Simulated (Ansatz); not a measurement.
**SiPO (doublet): B2PLYP over vertical spin and charge gaps, def2-QZVPP**

How well do these functionals follow the top wave-function level for SiPO (doublet) over vertical spin and charge gaps?

The runs use Ansatz 0.2.0, Gaussian basis; def2-QZVPP, all electrons in the functionals, frozen cores in the correlation of double hybrids and RPA.

Plan: B2PLYP, at charge 0, doublet; charge 0, quartet; charge 1, singlet; charge 1, triplet.

2 further runs of the same task are left out: 2 set aside as unsound or not needed.

### Step 1. What is computed

The geometry is a PBE0/def2-TZVP stationary point (not a proven minimum).

3 atoms, charge 0, spin multiplicity 2.

Atoms are counted from 1 here; the program's logs count them from 0.

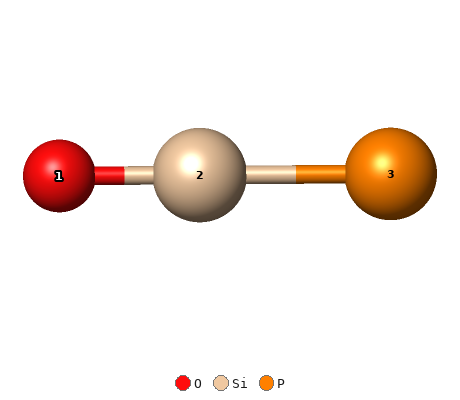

The structure; oxygen red, silicon light orange, phosphorus orange; atoms are numbered from 1 in the order of the file.

Coordinates:

```xyz
3

O     0.0000    0.0000    1.6936
Si    0.0000    0.0000    0.1820
P     0.0000    0.0000   -1.8756
```

No dispersion term is added.

The geometry shown and the zero of energy belong to the point charge 0, doublet. The yardstick, UCCSD(T), and other wave-function levels (R restricted, U unrestricted, valence and pair active spaces) come from earlier runs.

### Step 2. B2PLYP, charge 0, doublet

in.yaml reads:

```yaml
crystal:
  periodic: [false, false, false]
  atoms:
    - {symbol: O, position_ang: [0.000000, 0.000000, 1.693600]}
    - {symbol: Si, position_ang: [0.000000, 0.000000, 0.182000]}
    - {symbol: P, position_ang: [0.000000, 0.000000, -1.875600]}
basis:
  gaussian: {orbitals: "def2-QZVPP.json"}
magnetization: {spin_polarized: true, initial_magnetization: 1}
hamiltonian: {xc: {name: B2PLYP}}
correlation: {electrons: outside_noble_gas}
```

Started as:

```sh
$ ansatz run in.yaml --threads 1 --pin off --events-out ev --progress --plain --max-ram 2393MiB
```

Log:

```text
Functional definition: B2PLYP
  name "B2PLYP"
  cite "Grimme, J. Chem. Phys. 124, 034108 (2006) doi:10.1063/1.2148954"
  cite "Becke, Phys. Rev. A 38, 3098 (1988) doi:10.1103/PhysRevA.38.3098"
  cite "Lee, Yang & Parr, Phys. Rev. B 37, 785 (1988) doi:10.1103/PhysRevB.37.785"
  parameter a = 0.53
  parameter c = 0.27
  exchange = (1 - a)*b88_x + a*exact_x
  correlation = (1 - c)*lyp_c + c*(mp2_os + mp2_ss)
1193 factors; integrals over basis functions are off by at most 8.2e-4 eV
mean field evaluation 1: about -19195.4836 eV, gradient 4.1e1 eV
mean field evaluation 2: about -19195.5489 eV, gradient 4.1e1 eV
mean field evaluation 4: about -19201.4406 eV, gradient 7.0e0 eV
mean field evaluation 8: about -19201.7887 eV, gradient 1.1e0 eV
mean field evaluation 16: about -19201.7957 eV, gradient 3.3e-3 eV
mean field evaluation 32: about -19196.6827 eV, gradient 2.0e1 eV
mean field -19201.79571275 eV, -705.6529769990 hartree, gradient 8.4e-6 eV, S^2 0.758571; 2 other end points of the search recorded, 0 dependent functions left out
11 core orbitals not correlated: weight in the atoms' cores, before any rotation towards them, 1.000 or more for the frozen orbitals, at most 0.000 for the correlated occupied ones
reference -19201.79584242 eV, -705.6529817641 hartree; 8, 7 occupied and 178, 179 virtual orbitals, 1193 factors
second order -16.98066190 eV of doubles, -0.00000000 eV of singles
Total energy: -19206.38062113 eV, -705.8214692741 hartree
```

Run time: 18 s. Hardware: 1 thread of Arm Neoverse V2, shared host; peak memory 0.61 GiB.

From the report: ⟨S²⟩ of the determinant 0.759 (pure doublet: 0.75).

### Step 3. B2PLYP, charge 0, quartet

Edit in.yaml of step 2 so:

```diff
@@ -8,3 +8,3 @@
   gaussian: {orbitals: "def2-QZVPP.json"}
-magnetization: {spin_polarized: true, initial_magnetization: 1}
+magnetization: {spin_polarized: true, initial_magnetization: 3}
 hamiltonian: {xc: {name: B2PLYP}}
```

Same command.

Log, cut to the lines that bear on the results:

```text
Functional definition: B2PLYP
  name "B2PLYP"
  cite "Grimme, J. Chem. Phys. 124, 034108 (2006) doi:10.1063/1.2148954"
  cite "Becke, Phys. Rev. A 38, 3098 (1988) doi:10.1103/PhysRevA.38.3098"
  cite "Lee, Yang & Parr, Phys. Rev. B 37, 785 (1988) doi:10.1103/PhysRevB.37.785"
[...]
1193 factors; integrals over basis functions are off by at most 8.2e-4 eV
[...]
mean field -19199.22151444 eV, -705.5583769560 hartree, gradient 4.0e-6 eV, S^2 3.757514; 4 other end points of the search recorded, 0 dependent functions left out
11 core orbitals not correlated: weight in the atoms' cores, before any rotation towards them, 1.000 or more for the frozen orbitals, at most 0.000 for the correlated occupied ones
reference -19199.22164124 eV, -705.5583816159 hartree; 9, 6 occupied and 177, 180 virtual orbitals, 1193 factors
second order -16.59649167 eV of doubles, -0.00000000 eV of singles
Total energy: -19203.70269399 eV, -705.7230572671 hartree
```

Wall time 22 s (1 thread of Arm Neoverse V2, shared host); peak memory 0.59 GiB.

From the report: ⟨S²⟩ of the determinant 3.758 (pure quartet: 3.75).

From charge 0, doublet: +258.4 kJ/mol.

### Step 4. B2PLYP, charge 1, singlet

Edit in.yaml of step 3 so:

```diff
@@ -8,3 +8,4 @@
   gaussian: {orbitals: "def2-QZVPP.json"}
-magnetization: {spin_polarized: true, initial_magnetization: 3}
+total_charge: 1
+magnetization: {spin_polarized: true, initial_magnetization: 0}
 hamiltonian: {xc: {name: B2PLYP}}
```

Same command.

Log, cut to the lines that bear on the results:

```text
Functional definition: B2PLYP
  name "B2PLYP"
  cite "Grimme, J. Chem. Phys. 124, 034108 (2006) doi:10.1063/1.2148954"
  cite "Becke, Phys. Rev. A 38, 3098 (1988) doi:10.1103/PhysRevA.38.3098"
  cite "Lee, Yang & Parr, Phys. Rev. B 37, 785 (1988) doi:10.1103/PhysRevB.37.785"
[...]
1193 factors; integrals over basis functions are off by at most 8.2e-4 eV
[...]
mean field -19192.43032639 eV, -705.3088053985 hartree, gradient 2.8e-6 eV, S^2 1.020398; 6 other end points of the search recorded, 0 dependent functions left out
11 core orbitals not correlated: weight in the atoms' cores, before any rotation towards them, 1.000 or more for the frozen orbitals, at most 0.000 for the correlated occupied ones
reference -19192.43045954 eV, -705.3088102914 hartree; 7, 7 occupied and 179, 179 virtual orbitals, 1193 factors
second order -16.01886712 eV of doubles, -0.00000000 eV of singles
Total energy: -19196.75555366 eV, -705.4677545687 hartree
```

Wall time 33 s (1 thread of Arm Neoverse V2, shared host); peak memory 0.58 GiB.

From the report: ⟨S²⟩ of the determinant 1.020 (pure singlet: 0.00). The determinant is far from a pure spin state, so its energy mixes those of several spin states (harmless only where they are near-degenerate, as at dissociation).

From charge 0, doublet: +928.7 kJ/mol.

### Step 5. B2PLYP, charge 1, triplet

Edit in.yaml of step 4 so:

```diff
@@ -9,3 +9,3 @@
 total_charge: 1
-magnetization: {spin_polarized: true, initial_magnetization: 0}
+magnetization: {spin_polarized: true, initial_magnetization: 2}
 hamiltonian: {xc: {name: B2PLYP}}
```

The command is unchanged.

Log, cut to the lines that bear on the results:

```text
Functional definition: B2PLYP
  name "B2PLYP"
  cite "Grimme, J. Chem. Phys. 124, 034108 (2006) doi:10.1063/1.2148954"
  cite "Becke, Phys. Rev. A 38, 3098 (1988) doi:10.1103/PhysRevA.38.3098"
  cite "Lee, Yang & Parr, Phys. Rev. B 37, 785 (1988) doi:10.1103/PhysRevB.37.785"
[...]
1193 factors; integrals over basis functions are off by at most 8.2e-4 eV
[...]
mean field -19192.72314026 eV, -705.3195661095 hartree, gradient 4.6e-6 eV, S^2 2.021996; 0 other end points of the search recorded, 0 dependent functions left out
11 core orbitals not correlated: weight in the atoms' cores, before any rotation towards them, 1.000 or more for the frozen orbitals, at most 0.000 for the correlated occupied ones
reference -19192.72327377 eV, -705.3195710161 hartree; 8, 6 occupied and 178, 180 virtual orbitals, 1193 factors
second order -15.99984179 eV of doubles, -0.00000000 eV of singles
Total energy: -19197.04323106 eV, -705.4783265182 hartree
```

It took 14 s on 1 thread of Arm Neoverse V2, shared host; peak memory 0.58 GiB.

From the report: ⟨S²⟩ of the determinant 2.022 (pure triplet: 2.00).

From charge 0, doublet: +900.9 kJ/mol.

### Step 6. The comparison

No level is safe as a reference over these points; UCCSD(T) serves as a yardstick only. It comes from earlier runs at the same points. Energies in kJ/mol, counted from charge 0, doublet; blanks weren't run or aren't comparable.

```csv
level,doublet to quartet,ionisation to the singlet cation,ionisation to the triplet cation
UCCSD(T),259.5,,907.6
B2PLYP,258.4,928.7,900.9
```

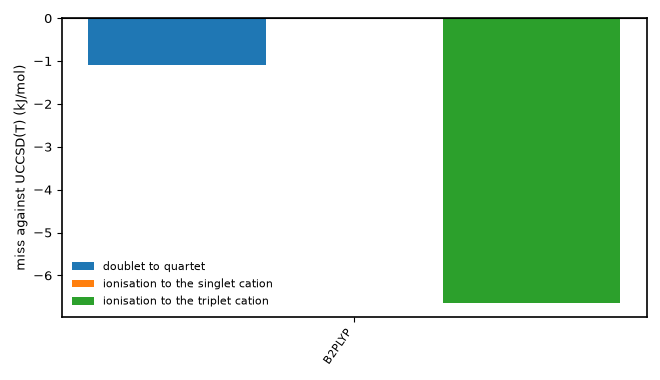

Misses of the gaps against UCCSD(T).

Largest miss and mean time a point (UCCSD(T) took 70 s a point; shared hosts):

```csv
level,largest miss (kJ/mol),where,time a point
B2PLYP,-6.6,ionisation to the triplet cation,22 s
```

### Step 7. What came out

| quantity | value |
| --- | --- |
| doublet to quartet, UCCSD(T) | 259.5 kJ/mol |
| ionisation to the triplet cation, UCCSD(T) | 907.6 kJ/mol |
| largest miss, B2PLYP | -6.6 kJ/mol (ionisation to the triplet cation) |

What this shows: Misses are known at 2 of 3 points at best, and only functionals with that many are ranked. B2PLYP strays by up to 6.6 kJ/mol, at ionisation to the triplet cation. B2PLYP clearly breaks the spin symmetry at some points (⟨S²⟩ up to 1.02 above the pure value), so energy there is bought with a mixed spin. Functionals and the yardstick converge differently with the basis, so part of each miss in def2-QZVPP is the basis. The yardstick itself may be off where one determinant is a poor start.
